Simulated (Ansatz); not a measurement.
## Geometry relaxation, with input and output: C$_{5}$H$_{8}$AlClO$_{3}$ (part 2 of 2)

Continued. System: C$_{5}$H$_{8}$AlClO$_{3}$. Method: RKS PBE0-D4/def2-TZVP (Ansatz 0.2.0). The geometry: PBE-D4/def2-SVP start.

Geometry of the input (Å):
```
C  2.0931  -1.2281  -1.3135
C  1.0836  -0.5111  -0.4636
C  -0.2170  -0.2494  -0.9466
C  -1.2134  0.3974  -0.1837
C  -2.5887  0.6238  -0.7430
O  -1.0258  0.8305  1.0194
Al 0.5702  0.8477  1.9521
O  0.4703  0.1164  3.4993
Cl 1.3466  2.8211  1.9310
O  1.4940  -0.1651  0.7121
H  2.9612  -0.5571  -1.4840
H  1.6825  -1.5528  -2.2863
H  2.4825  -2.1059  -0.7577
H  -0.4723  -0.5834  -1.9601
H  -2.7253  0.1742  -1.7431
H  -3.3427  0.2147  -0.0390
H  -2.7769  1.7170  -0.8011
H  0.1405  -0.7787  3.6598
```

### Trajectory as extended XYZ, continued
```
18
Properties=species:S:1:pos:R:3:forces:R:3 step=3 energy=-30568.31765
C     2.0689   -1.2140   -1.2959   -0.0160  -0.0095   0.0115
C     1.0685   -0.5059   -0.4492    0.0534   0.0297  -0.0423
C    -0.2130   -0.2444   -0.9308   -0.0052  -0.0158  -0.0047
C    -1.1952    0.3923   -0.1740   -0.0457   0.0077  -0.0094
C    -2.5582    0.6165   -0.7318    0.0135   0.0004   0.0004
O    -1.0126    0.8152    1.0156    0.0705  -0.0055   0.0397
Al    0.5617    0.8356    1.9186   -0.0293  -0.0581  -0.0421
O     0.4630    0.1142    3.4477    0.0034   0.0116  -0.0103
Cl    1.3313    2.7946    1.8896    0.0126   0.0311  -0.0073
O     1.4735   -0.1684    0.7125   -0.0504   0.0253   0.0604
H     2.9216   -0.5507   -1.4609    0.0079   0.0092   0.0024
H     1.6584   -1.5245   -2.2543   -0.0048  -0.0019  -0.0062
H     2.4439   -2.0843   -0.7533    0.0094  -0.0146   0.0035
H    -0.4629   -0.5683   -1.9299   -0.0023  -0.0031  -0.0083
H    -2.6817    0.1774   -1.7194    0.0014  -0.0031  -0.0075
H    -3.2990    0.2019   -0.0451   -0.0101  -0.0057   0.0079
H    -2.7415    1.6925   -0.7855   -0.0048   0.0142   0.0016
H     0.1357   -0.7687    3.5979   -0.0035  -0.0120   0.0107
18
Properties=species:S:1:pos:R:3:forces:R:3 step=4 energy=-30568.31806
C     2.0697   -1.2146   -1.2944    0.0027   0.0212  -0.0037
C     1.0705   -0.4999   -0.4522    0.0000  -0.0652   0.0118
C    -0.2125   -0.2422   -0.9332    0.0038   0.0145  -0.0051
C    -1.1957    0.3913   -0.1743   -0.0172   0.0182  -0.0134
C    -2.5589    0.6167   -0.7305    0.0036  -0.0056   0.0046
O    -1.0115    0.8117    1.0163    0.0158  -0.0089   0.0068
Al    0.5603    0.8336    1.9169   -0.0024  -0.0066   0.0000
O     0.4634    0.1143    3.4468    0.0003  -0.0006  -0.0002
Cl    1.3304    2.7944    1.8836    0.0029   0.0119  -0.0034
O     1.4711   -0.1675    0.7128   -0.0095   0.0196   0.0011
H     2.9254   -0.5544   -1.4581    0.0086  -0.0007  -0.0029
H     1.6602   -1.5248   -2.2535   -0.0012   0.0011  -0.0036
H     2.4406   -2.0859   -0.7498   -0.0029   0.0009   0.0040
H    -0.4621   -0.5653   -1.9329   -0.0003   0.0012  -0.0047
H    -2.6820    0.1813   -1.7200    0.0003  -0.0007  -0.0034
H    -3.2994    0.1984   -0.0452   -0.0047  -0.0018   0.0013
H    -2.7437    1.6930   -0.7797    0.0003   0.0028   0.0025
H     0.1369   -0.7687    3.5992    0.0001  -0.0013   0.0083
18
Properties=species:S:1:pos:R:3:forces:R:3 step=5 energy=-30568.31827
C     2.0704   -1.2146   -1.2945    0.0005   0.0033   0.0009
C     1.0692   -0.5037   -0.4515    0.0045  -0.0053  -0.0019
C    -0.2126   -0.2421   -0.9345    0.0026   0.0046   0.0028
C    -1.1957    0.3916   -0.1751   -0.0076  -0.0029   0.0000
C    -2.5593    0.6171   -0.7302    0.0020   0.0041  -0.0002
O    -1.0111    0.8094    1.0164   -0.0043  -0.0057  -0.0095
Al    0.5599    0.8321    1.9163    0.0058   0.0102   0.0172
O     0.4641    0.1164    3.4482   -0.0015  -0.0037  -0.0031
Cl    1.3299    2.7941    1.8791   -0.0010  -0.0023  -0.0034
O     1.4689   -0.1707    0.7138   -0.0032  -0.0070  -0.0096
H     2.9264   -0.5537   -1.4550   -0.0016  -0.0018   0.0015
H     1.6623   -1.5221   -2.2552    0.0007   0.0007   0.0004
H     2.4407   -2.0874   -0.7517   -0.0014   0.0015  -0.0013
H    -0.4616   -0.5633   -1.9350    0.0005   0.0011   0.0002
H    -2.6822    0.1841   -1.7209    0.0002   0.0014   0.0006
H    -3.2995    0.1965   -0.0458    0.0024  -0.0003  -0.0018
H    -2.7449    1.6936   -0.7765   -0.0007  -0.0024   0.0017
H     0.1375   -0.7661    3.6038    0.0023   0.0046   0.0057
18
Properties=species:S:1:pos:R:3:forces:R:3 step=6 energy=-30568.31838
C     2.0707   -1.2145   -1.2948    0.0005  -0.0023   0.0002
C     1.0685   -0.5055   -0.4515    0.0006   0.0151  -0.0024
C    -0.2124   -0.2415   -0.9356   -0.0003  -0.0024   0.0048
C    -1.1962    0.3904   -0.1754    0.0060   0.0013   0.0004
C    -2.5595    0.6174   -0.7305   -0.0007   0.0030  -0.0014
O    -1.0117    0.8057    1.0171   -0.0112  -0.0060  -0.0059
Al    0.5593    0.8305    1.9167    0.0058   0.0107   0.0136
O     0.4654    0.1192    3.4508   -0.0012  -0.0011  -0.0078
Cl    1.3290    2.7928    1.8728   -0.0024  -0.0058  -0.0021
O     1.4670   -0.1742    0.7147    0.0012  -0.0146  -0.0066
H     2.9275   -0.5538   -1.4518   -0.0030  -0.0013   0.0020
H     1.6640   -1.5190   -2.2570    0.0012   0.0004   0.0012
H     2.4393   -2.0891   -0.7538   -0.0007   0.0006  -0.0021
H    -0.4607   -0.5602   -1.9372    0.0004   0.0005   0.0012
H    -2.6815    0.1883   -1.7230   -0.0002   0.0014   0.0013
H    -3.2998    0.1935   -0.0481    0.0018  -0.0006  -0.0022
H    -2.7458    1.6940   -0.7723    0.0001  -0.0031   0.0016
H     0.1393   -0.7627    3.6104    0.0020   0.0042   0.0043
18
Properties=species:S:1:pos:R:3:forces:R:3 step=7 energy=-30568.31857
C     2.0709   -1.2146   -1.2954    0.0027  -0.0080  -0.0032
C     1.0673   -0.5086   -0.4519   -0.0126   0.0323   0.0019
C    -0.2116   -0.2384   -0.9387   -0.0019  -0.0059   0.0016
C    -1.1971    0.3883   -0.1762    0.0230  -0.0070   0.0072
C    -2.5597    0.6178   -0.7311   -0.0057   0.0052  -0.0055
O    -1.0141    0.7950    1.0195   -0.0197   0.0005   0.0029
Al    0.5579    0.8261    1.9177    0.0028   0.0089  -0.0033
O     0.4694    0.1276    3.4578   -0.0018  -0.0014  -0.0110
Cl    1.3258    2.7891    1.8553   -0.0025  -0.0081   0.0003
O     1.4619   -0.1845    0.7176    0.0126  -0.0188   0.0028
H     2.9312   -0.5562   -1.4425   -0.0037  -0.0013   0.0014
H     1.6682   -1.5100   -2.2622    0.0018   0.0005   0.0029
H     2.4332   -2.0950   -0.7594   -0.0003   0.0000  -0.0027
H    -0.4574   -0.5503   -1.9431    0.0008   0.0007   0.0025
H    -2.6786    0.2004   -1.7290   -0.0001   0.0024   0.0039
H    -3.2999    0.1829   -0.0554    0.0028  -0.0002  -0.0031
H    -2.7495    1.6942   -0.7596   -0.0002  -0.0046   0.0005
H     0.1444   -0.7527    3.6284    0.0020   0.0050   0.0009
18
Properties=species:S:1:pos:R:3:forces:R:3 step=8 energy=-30568.31869
C     2.0707   -1.2147   -1.2960    0.0038  -0.0068  -0.0045
C     1.0665   -0.5104   -0.4518   -0.0139   0.0268   0.0023
C    -0.2107   -0.2357   -0.9403   -0.0034  -0.0082   0.0008
C    -1.1979    0.3857   -0.1758    0.0261   0.0036   0.0006
C    -2.5597    0.6179   -0.7317   -0.0088   0.0012  -0.0044
O    -1.0171    0.7860    1.0224   -0.0179   0.0013   0.0092
Al    0.5566    0.8231    1.9178    0.0007   0.0041  -0.0106
O     0.4728    0.1348    3.4624   -0.0029  -0.0053  -0.0063
Cl    1.3236    2.7859    1.8411   -0.0025  -0.0058  -0.0001
O     1.4585   -0.1931    0.7205    0.0144  -0.0145   0.0063
H     2.9342   -0.5586   -1.4350   -0.0035  -0.0019   0.0010
H     1.6708   -1.5022   -2.2663    0.0017   0.0008   0.0040
H     2.4274   -2.1000   -0.7644   -0.0006   0.0007  -0.0025
H    -0.4544   -0.5415   -1.9470    0.0007   0.0004   0.0033
H    -2.6751    0.2107   -1.7343    0.0003   0.0025   0.0060
H    -3.3002    0.1735   -0.0625    0.0022   0.0009  -0.0042
H    -2.7525    1.6940   -0.7489    0.0011  -0.0066   0.0007
H     0.1488   -0.7441    3.6417    0.0023   0.0068  -0.0017
18
Properties=species:S:1:pos:R:3:forces:R:3 step=9 energy=-30568.31879
C     2.0702   -1.2151   -1.2964    0.0044  -0.0031  -0.0046
C     1.0663   -0.5113   -0.4512   -0.0095   0.0050   0.0030
C    -0.2090   -0.2312   -0.9414    0.0010   0.0023  -0.0025
C    -1.1979    0.3854   -0.1754    0.0068  -0.0125   0.0059
C    -2.5594    0.6176   -0.7321   -0.0081   0.0062  -0.0057
O    -1.0207    0.7773    1.0262   -0.0062   0.0059   0.0041
Al    0.5555    0.8198    1.9175   -0.0024  -0.0019  -0.0112
O     0.4761    0.1422    3.4666   -0.0027  -0.0071  -0.0010
Cl    1.3204    2.7826    1.8235    0.0000  -0.0015   0.0012
O     1.4560   -0.2030    0.7243    0.0083  -0.0024   0.0049
H     2.9380   -0.5629   -1.4266   -0.0038  -0.0036   0.0004
H     1.6729   -1.4931   -2.2706    0.0023   0.0017   0.0056
H     2.4194   -2.1066   -0.7700   -0.0015   0.0034  -0.0025
H    -0.4505   -0.5307   -1.9506    0.0011   0.0016   0.0034
H    -2.6704    0.2219   -1.7399    0.0010   0.0040   0.0094
H    -3.2996    0.1610   -0.0705    0.0062   0.0032  -0.0056
H    -2.7576    1.6929   -0.7365    0.0001  -0.0098  -0.0002
H     0.1528   -0.7351    3.6549    0.0029   0.0089  -0.0045
18
Properties=species:S:1:pos:R:3:forces:R:3 step=10 energy=-30568.31881
C     2.0699   -1.2152   -1.2964    0.0020  -0.0010  -0.0020
C     1.0662   -0.5118   -0.4503    0.0026   0.0007  -0.0019
C    -0.2085   -0.2301   -0.9408   -0.0021  -0.0054   0.0017
C    -1.1985    0.3837   -0.1740    0.0028   0.0158  -0.0066
C    -2.5592    0.6173   -0.7323   -0.0068  -0.0029  -0.0004
O    -1.0225    0.7750    1.0279    0.0007  -0.0040   0.0023
Al    0.5552    0.8194    1.9166   -0.0014  -0.0029  -0.0032
O     0.4771    0.1444    3.4666   -0.0012  -0.0049   0.0049
Cl    1.3199    2.7820    1.8190    0.0000   0.0009  -0.0007
O     1.4562   -0.2056    0.7257   -0.0014   0.0008   0.0013
H     2.9388   -0.5643   -1.4244   -0.0027  -0.0026   0.0007
H     1.6729   -1.4904   -2.2716    0.0014   0.0009   0.0037
H     2.4170   -2.1086   -0.7719   -0.0013   0.0029  -0.0018
H    -0.4492   -0.5274   -1.9507    0.0001  -0.0003   0.0022
H    -2.6682    0.2255   -1.7418    0.0006   0.0022   0.0067
H    -3.3000    0.1573   -0.0739    0.0032   0.0027  -0.0046
H    -2.7586    1.6924   -0.7326    0.0021  -0.0075   0.0009
H     0.1540   -0.7325    3.6567    0.0013   0.0046  -0.0032
18
Properties=species:S:1:pos:R:3:forces:R:3 step=11 energy=-30568.31883
C     2.0698   -1.2153   -1.2962    0.0007  -0.0009  -0.0007
C     1.0664   -0.5113   -0.4503    0.0025   0.0010  -0.0010
C    -0.2084   -0.2300   -0.9406   -0.0005  -0.0004   0.0003
C    -1.1980    0.3852   -0.1744   -0.0022  -0.0017  -0.0003
C    -2.5593    0.6172   -0.7322   -0.0021   0.0018  -0.0015
O    -1.0221    0.7767    1.0275    0.0024   0.0011  -0.0004
Al    0.5554    0.8200    1.9164    0.0000  -0.0012  -0.0004
O     0.4765    0.1433    3.4658   -0.0002  -0.0010   0.0030
Cl    1.3207    2.7825    1.8208   -0.0005   0.0000  -0.0003
O     1.4568   -0.2043    0.7254   -0.0021   0.0005  -0.0007
H     2.9388   -0.5647   -1.4250   -0.0016  -0.0012   0.0006
H     1.6725   -1.4912   -2.2710    0.0006   0.0005   0.0018
H     2.4170   -2.1083   -0.7712   -0.0006   0.0012  -0.0009
H    -0.4496   -0.5284   -1.9501    0.0002   0.0004   0.0008
H    -2.6684    0.2244   -1.7411    0.0005   0.0012   0.0031
H    -3.2994    0.1573   -0.0730    0.0022   0.0009  -0.0019
H    -2.7594    1.6919   -0.7334    0.0004  -0.0035   0.0004
H     0.1531   -0.7338    3.6543    0.0002   0.0014  -0.0019
```

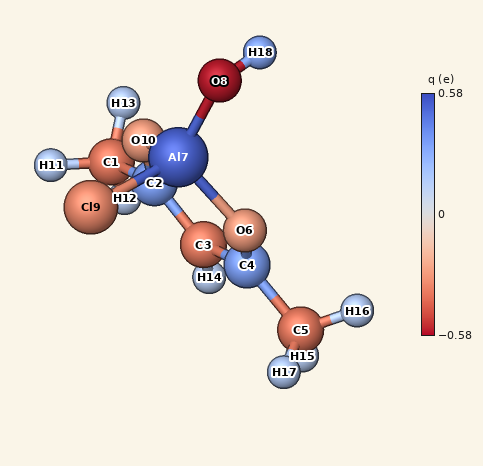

Figure 1. Mulliken charges, as the colour of each atom (ball-and-stick view, seen at a tilt; atoms are numbered from 1 in the order of the input; Mulliken charges depend strongly on the basis). By element: C −0.37 to +0.33, O −0.56 to −0.27, Al +0.51, Cl −0.32 and H +0.13 to +0.31 e.
